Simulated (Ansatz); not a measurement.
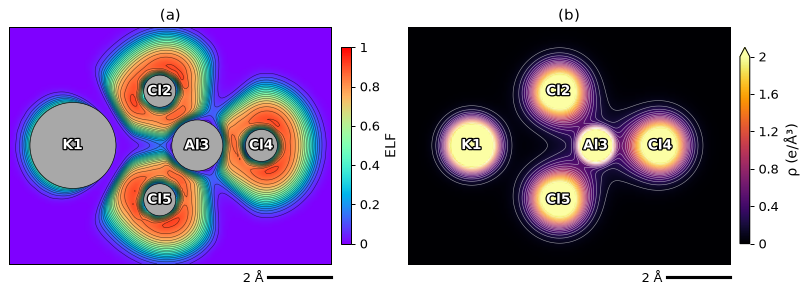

Figure 1: AlCl3K (charge +1). (a) ELF; (b) electron density on the molecular plane. Grey discs cover the atomic cores in the ELF map.

Geometry: PBE0-D4/def2-TZVP.

All numbers below come from RKS PBE0-D4/def2-TZVPPD (Ansatz 0.2.0).

```yaml
atoms:
  - { symbol: K, position_ang: [0.4563, 1.0562, -2.8651] }
  - { symbol: Cl, position_ang: [0.7794, 1.5366, 0.3315] }
  - { symbol: Al, position_ang: [-0.1271, -0.2938, 0.7972] }
  - { symbol: Cl, position_ang: [-0.4241, -0.9921, 2.6862] }
  - { symbol: Cl, position_ang: [-0.6845, -1.3069, -0.9498] }
```

> What do the fields say about this system?

- Atoms in the plane: K, Cl and Al.
- Al–Cl (2.04 Å): ρ is about 0.83 e/Å³ halfway; the ELF peaks at about 0.85 in the valence shell of Cl, 0.9 Å from its nucleus, and is about 0.80 at the midpoint.
- K–Cl (3.25 Å): ρ is about 0.07 e/Å³ halfway; the ELF peaks at about 0.90 in the valence shell of Cl, 0.9 Å from its nucleus, and is about 0.05 at the midpoint: a closed-shell, largely ionic contact.
- Al–Cl (2.10 Å): ρ is about 0.75 e/Å³ halfway; the ELF peaks at about 0.85 in the valence shell of Cl, 0.9 Å from its nucleus, and is about 0.80 at the midpoint.
- The ELF also peaks beside Cl4, away from the bonds: lone-pair regions.
